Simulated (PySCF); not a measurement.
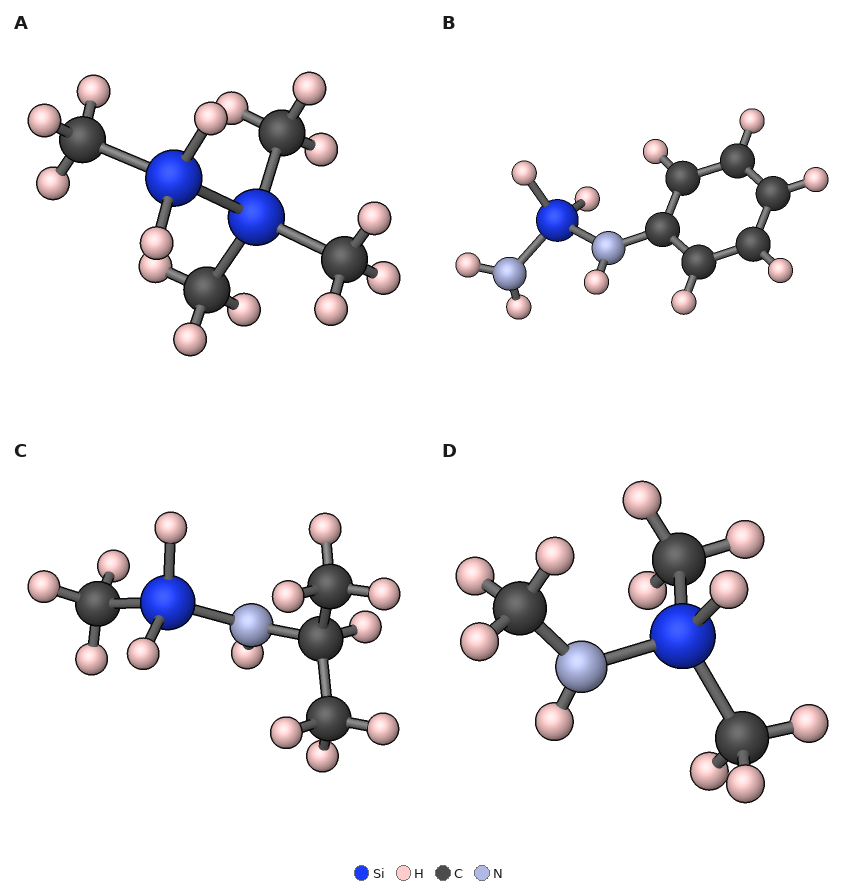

Figure made from data computed with PySCF.

Q: Match each picture to its SMILES.
(1) C[SiH2][Si](C)(C)C
(2) N[SiH2]Nc1ccccc1
(3) C[SiH2]NC(C)C
(4) CN[SiH](C)C

A: A is (1), B is (2), C is (3), D is (4).
